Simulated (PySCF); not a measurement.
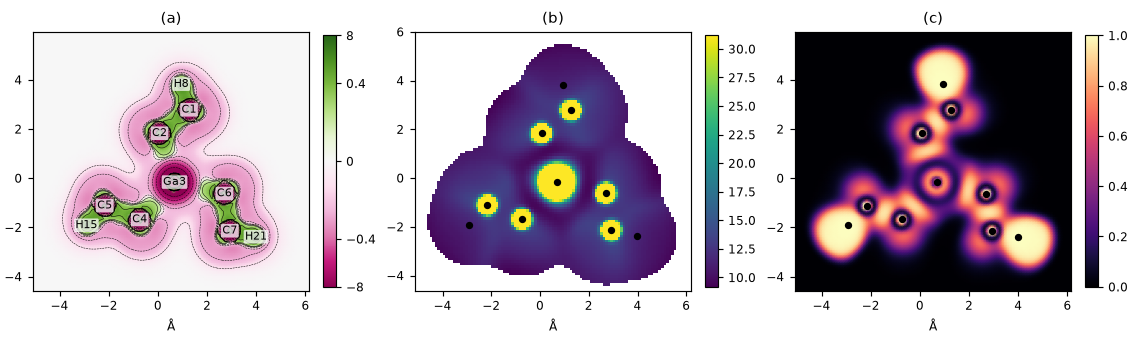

Figure. C$_{6}$H$_{15}$Ga, SMILES `CC[Ga](CC)CC`. Three fields in a plane through 10 of the atoms. (a): green positive, pink negative.

Method: TPSSh/cc-pVDZ; geometry: GFN2-xTB; program: PySCF. No frequency check shows the geometry to be a minimum. GFN2-xTB bond lengths at metals and heavier atoms can be off by up to 0.1 Å and shapes distorted, which carries into these values.

The calculation's input:

```python
import numpy as np
from pyscf import gto, scf, dft
from pyscf.scf import atom_ks, atom_hf
from scipy.linalg import block_diag

def solve(mol, dm0=None, hcore=None):
    mf = (dft.UKS if mol.spin else dft.RKS)(mol, xc='tpssh')
    mf.grids.level = 3
    mf = mf.density_fit(auxbasis='def2-universal-jkfit')
    mf.conv_tol, mf.max_cycle = 1e-8, 80
    if hcore is not None:
        mf.get_hcore = lambda *args: hcore
    mf.kernel(dm0)
    if not mf.converged:
        mf = mf.newton().run(mf.mo_coeff, mf.mo_occ, max_cycle=30)
    assert mf.converged, 'SCF not converged'
    return mf

mol = gto.M(atom='''
C     -0.16303    -2.99197    -0.02516
C     -1.08658    -1.77099     0.01374
Ga     0.00037     0.00000     0.01092
C     -0.99078     1.82631     0.01374
C     -2.50995     1.63698    -0.02516
C      2.07668    -0.05531     0.01373
C      2.67230     1.35500    -0.02516
H     -0.73234    -3.92301    -0.01445
H      0.50760    -2.99410     0.83594
H      0.45151    -2.98030    -0.92692
H     -1.76855    -1.79610    -0.84561
H     -1.72274    -1.81889     0.90671
H     -0.71418     2.40118     0.90671
H     -0.67154     2.42946    -0.84561
H     -3.03160     2.59554    -0.01445
H     -2.80711     1.09893    -0.92692
H     -2.84710     1.05726     0.83594
H      2.43940    -0.63336    -0.84562
H      2.43624    -0.58229     0.90670
H      2.35492     1.88137    -0.92692
H      3.76326     1.32748    -0.01446
H      2.33882     1.93684     0.83594
''', basis='cc-pvdz', charge=0, spin=0, verbose=4)
mf = solve(mol)
mf.analyze()
# spherically averaged free atoms, for the promolecule
atm = atom_ks.get_atm_nrks(mol, xc='tpssh')
pro = block_diag(*[(atm[a[0]][2] * atm[a[0]][3]) @ atm[a[0]][2].T for a in mol._atom])
np.savez('result.npz', e=mf.e_tot, c=mf.mo_coeff, occ=mf.mo_occ, eps=mf.mo_energy, pro=pro, dip=mf.dip_moment(verbose=0), s2=mf.spin_square()[0])
```

Run with:

```sh
OMP_NUM_THREADS=1 python input.py
```

The run took 120 s on 1 thread of Arm Neoverse V1, with other jobs on the host, peak memory 0.85 GiB.

Partitions, critical points and surface values were worked out afterwards from this run's density.

Question: The panels show, in some order, the negative Laplacian of the density (−∇²ρ), electron localisation function (ELF) and average local ionisation energy. Which is which?

Answer: (a) is the negative Laplacian of the density (−∇²ρ): shells alternate in sign around each nucleus and valence concentrations outline the bonding and non-bonding pairs. (b) is the average local ionisation energy: it is high near the heavier nuclei and lowest where loosely bound electrons reach out. (c) is the electron localisation function (ELF): it runs from 0 to 1 and is close to 1 over wide basins that fill the valence regions.
